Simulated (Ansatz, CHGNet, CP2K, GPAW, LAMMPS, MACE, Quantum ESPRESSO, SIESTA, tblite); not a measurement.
# Amorphous 43Bi2O3-57BaO (mol %) (99 atoms) in GPAW, part 2 of 2

Wanted: GPAW inputs and outputs for amorphous 43Bi2O3-57BaO (mol %) (99 atoms), checked against a plane-wave reference.

Program: GPAW 26.7.0; the method stands at each step. Banners, paths, timers and routine set-up lines are dropped from the logs unmarked, and long logs keep their key lines alone; longer cuts are marked.

So far. Step 2 (PBE, LCAO dzp, h 0.18 Å): Forces lie 18 % from the reference's, at 0.32 times its CPU time. Step 3 (PBE, LCAO dzp, h 0.18 Å, other mixer settings): Against the first run (18 %), the force difference from the reference is 17 %, at 1.3 times the CPU time (on 2 against 1 cores): another solver or mixer reaches the same state.

### 4. PBE, LCAO szp(dzp), h 0.18 Å

Method: Kohn-Sham DFT, PBE, PAW, atomic orbitals (szp(dzp)).

Input file run.py:

```python
import numpy as np
from ase.io import read
from gpaw import GPAW, FermiDirac

atoms = read("structure.xyz")
atoms.calc = GPAW(
    mode="lcao",
    basis="szp(dzp)",
    h=0.18,
    xc="PBE",
    kpts={"size": (1, 1, 1), "gamma": True},
    occupations=FermiDirac(0.05),
    maxiter=200,
    symmetry={"point_group": False},
    txt="gpaw.txt",
)
energy = atoms.get_potential_energy(force_consistent=True)
forces = atoms.get_forces()
print(f"energy {energy:.6f} eV")
print("forces (eV/A)")
for i, (a, f) in enumerate(zip(atoms, forces)):
    print(f"{i:4d} {a.symbol:2s} {f[0]:10.5f} {f[1]:10.5f} {f[2]:10.5f}")
print(f"Fermi level {atoms.calc.get_fermi_level():.4f} eV")
for k in range(len(atoms.calc.get_ibz_k_points())):
    for s in range(atoms.calc.get_number_of_spins()):
        e = atoms.calc.get_eigenvalues(kpt=k, spin=s)
        n = np.searchsorted(e, atoms.calc.get_fermi_level())
        print(f"k {k} spin {s} levels about the Fermi level:", np.round(e[max(n - 6, 0):n], 4).tolist(), "|", np.round(e[n:n + 6], 4).tolist())
```

Input file structure.xyz:

```xyz
99
Lattice="11.97103 0.00000 0.00000 0.00000 11.97103 0.00000 0.00000 0.00000 11.97103" Properties=species:S:1:pos:R:3 pbc="T T T"
[... 99 atom lines left out: the same atoms as in the first run ...]
```

Command:

```sh
$ OMP_NUM_THREADS=1 python run.py > output.txt
```

The log of the run:

```text
energy -496.032910 eV
forces (eV/A)
   0 Bi    0.15870    0.05950   -0.36435
   1 Bi    0.17071    0.14502   -0.22226
   2 Bi    0.23131   -0.05825   -0.62183
   3 Bi    0.40531    0.04204    0.07397
   4 Bi   -0.09673    0.21211    0.18467
   5 Bi    0.41190   -0.19537   -0.18977
   6 Bi   -0.23019   -0.42977    0.46060
   7 Bi    0.19120    1.01122   -0.20899
   8 Bi    0.52768    0.24350    0.54262
   9 Bi    0.48055   -0.17379   -0.21128
  10 Bi    0.63576    0.54152   -0.21332
  11 Bi   -0.35927    0.04595   -0.16005
  12 Bi    0.01697   -0.05364   -0.32385
  13 Bi    0.24372   -0.04195    0.00100
  14 Bi   -0.13579   -0.35532    0.75836
  15 Bi    0.03785   -0.37329    0.20872
  16 Bi   -0.01683    0.42447   -0.78589
  17 Bi    0.18294    0.21575    0.29046
  18 Bi   -0.52001    0.31542   -0.52524
  19 Bi    0.13363    0.59021   -0.09531
  20 Bi    0.32313    0.26903    0.23665
  21 Bi    0.10060   -0.06118   -0.15253
  22 Bi   -0.30096   -0.18391    0.03630
  23 Bi   -0.12543   -0.49360    0.27732
[...]
91 O    -1.04748    1.66724   -0.25953
  92 O    -1.22058    0.29331   -1.27618
  93 O    -0.45826    0.43009    1.12407
  94 O     0.43694   -0.57532    0.23560
  95 O     0.95176   -0.28219    0.13999
  96 O    -0.42769   -0.44056    0.09197
  97 O     1.08668   -0.40857    0.93278
  98 O    -0.02553    0.08296    1.07094
Fermi level 9.1390 eV
k 0 spin 0 levels about the Fermi level: [8.0334, 8.2325, 8.2687, 8.2809, 8.3745, 8.637] | [9.6428, 9.8122, 9.8803, 9.9893, 10.1453, 10.1894]
```

gpaw.txt:

```text
Input parameters:
  mode=LCAO(),
  basis={'default': 'szp(dzp)'},
  h=0.18,
  kpts=MonkhorstPack(size=(1, 1, 1), gamma=True),
  maxiter=200,
  occupations=Occupations(name='fermi-dirac', width=0.05, fixmagmom=False),
  symmetry=Symmetry(point_group=False),
  xc=XC(name='PBE')
Unit cell  # Å
| periodic |         x |         y |         z |   lengths |    angles |
[... lines left out ...]
  Fermi-Dirac:
[... lines left out ...]
convergence criteria:
- Maximum [total energy] change in last 3 cyles: 0.0005 eV / valence electron
[... lines left out ...]
Converged in 12 steps
[... lines left out ...]
  Free energy:    -496.032910
  Extrapolated:   -496.032861
dipole moment: (-32.493408, 148.144569, -139.207411)  # |e|*Ang
Fermi level: 9.139
Eigenvalues  # (at kpt = [0.000, 0.000, 0.000])
| band index |      eig [eV] | occ [0-2] |
|------------|---------------|-----------|
|          0 |       -19.992 |     2.000 |
|        ... |               |           |
|        440 |         7.957 |     2.000 |
|        441 |         7.986 |     2.000 |
[...]
|        455 |        10.343 |     0.000 |
|        ... |               |           |
|        541 |        13.787 |     0.000 |
Gap: 1.006 eV
Transition (v -> c):
  (s=0, k=0, n=447, [0.00, 0.00, 0.00]) -> (s=0, k=0, n=448, [0.00, 0.00, 0.00])
No difference between direct/indirect transitions
Force computation time: 95.087  # s
timing:  # [seconds]
  Total:  571.739  # ━━━━━━━━━━━━━━━━━━━━━━━━━━━━━━━━━━━━━━━━━━━━━━━━━━━━━━━━
  Init:    16.877  # ━╸
  SCF:    459.739  # ━━━━━━━━━━━━━━━━━━━━━━━━━━━━━━━━━━━━━━━━━━━━━
  Forces:  95.087  # ━━━━━━━━━╸
```

It took 9.6 min on 1 thread of Arm Neoverse V1, shared host; peak memory 2.9 GiB.

Against the reference:

* r.m.s. force component: 0.6672 eV/Å
* r.m.s. difference of force components: 165.1 meV/Å
* longest difference of force vectors: 495 meV/Å
* force difference over r.m.s. force: 29.6 %
* slope of forces against the reference's: 1.172
* correlation of force components: 0.9795
* gap (highest filled to lowest empty level): 1.006 eV
* gap difference: -0.2266 eV

This is a coarse setting, run to see what it loses.

Against the first run (18 %), the force difference from the reference is 30 %, at 0.63 times the CPU time, with 1140 basis functions against 1819: the smaller basis costs accuracy.

### 5. Side by side

Differences are against the plane-wave reference, forces as r.m.s. over components; share is that over the reference's r.m.s. force, slope the least-squares factor from reference forces to these. Total energies of different programs have different zeros and aren't compared.

```
                                               run  Δ force, r.m.s. (meV/Å)  share (%)  slope  Δ gap (eV)  cores  CPU time  memory (GiB)
                                         reference                        -          -      -           -      1    48 min           5.7
                      GPAW PBE, LCAO dzp, h 0.18 Å                     98.6       17.7  1.110     -0.0524      1    15 min           3.1
GPAW PBE, LCAO dzp, h 0.18 Å, other mixer settings                     97.3       17.5  1.108     -0.0527      2    20 min           3.5
        GPAW PBE, LCAO szp(dzp), h 0.18 Å (coarse)                      165       29.6  1.172      -0.227      1   9.6 min           2.9
```

Rows marked coarse were listed beforehand as settings not expected to be converged; some can still land near the reference.

CPU time is summed over cores on a shared host, where runs went side by side, so it is rough. Symmetry, cutoffs, thresholds, outputs and thread counts weren't matched or tuned between programs; memory under MPI is the largest rank's times the ranks.

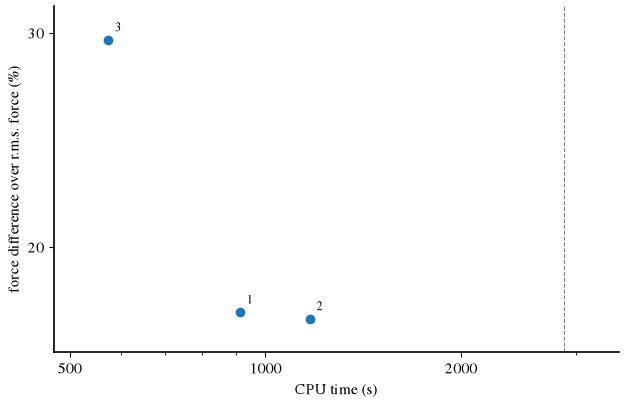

Force difference against CPU time; the dashed line marks the reference's time. Points: 1 GPAW PBE, LCAO dzp, h 0.18 Å; 2 GPAW PBE, LCAO dzp, h 0.18 Å, other mixer settings; 3 GPAW PBE, LCAO szp(dzp), h 0.18 Å.

Within one program, basis, potentials and functional, energies share a zero. Each run against its twin at the usual cutoff or grid and solver:

```
                                               run                twin  Δ energy (meV/atom)  Δ force, r.m.s. (meV/Å)        CPU time over the twin's
GPAW PBE, LCAO dzp, h 0.18 Å, other mixer settings  LCAO dzp, h 0.18 Å               2.0e-4                     2.46  1.3 (this twin ran on 1 cores)
```

### 6. Outcome

```json
{"nearest in forces": "GPAW PBE, LCAO dzp, h 0.18 Å, other mixer settings, 17 %", "its CPU time": "20 min"}
```

In words: The PBE runs in local orbitals, coarse settings apart, differ by 17 % (GPAW PBE, LCAO dzp, h 0.18 Å, other mixer settings) to 18 % (GPAW PBE, LCAO dzp, h 0.18 Å); basis, grid and potentials can all enter. Runs with settings chosen to be coarse differ by 30 % (GPAW PBE, LCAO szp(dzp), h 0.18 Å), their programs' other errors included. Of the electronic-structure runs that take under half the reference's CPU time, GPAW PBE, LCAO dzp, h 0.18 Å, other mixer settings is among the nearest, at 17 % in 20 min against 48 min. GPAW PBE, LCAO szp(dzp), h 0.18 Å stiffens the forces by a factor of 1.17 while following their directions (correlation 0.979); the slopes of the 3 GPAW runs lie between 1.11 and 1.17. At the same functional, gaps differ from the reference's 1.23 eV by between -0.23 and -0.05 eV. The quench rate of 50 K/ps is many orders above laboratory rates, so the cell is likely richer in defects and strain than a real sample. The network of bonds at the start is that of the classical potential that made the cell, and needn't be the one that DFT or experiment would give. The reference's pressure of 7.4 GPa belongs to a cell and atoms that aren't relaxed at this level. The electronic-structure runs sample only Γ, in a cell whose shortest periodic width is 12 Å. Spin–orbit coupling is left out, which matters for the levels of the heavy elements.

[Also dropped from logs without a mark: logging warnings of Python, and SIESTA's first energy breakdown and zero terms.]

[Logs are printed without paths, hosts, clocks, repeated set-up lines and the standing remarks that a program may print on its own settings, such as how far it seeks lower states.]

[Hosts, paths, dates, database ids (printed as entryN), source tags and the programs' standing remarks are cut or masked in the printed files.]
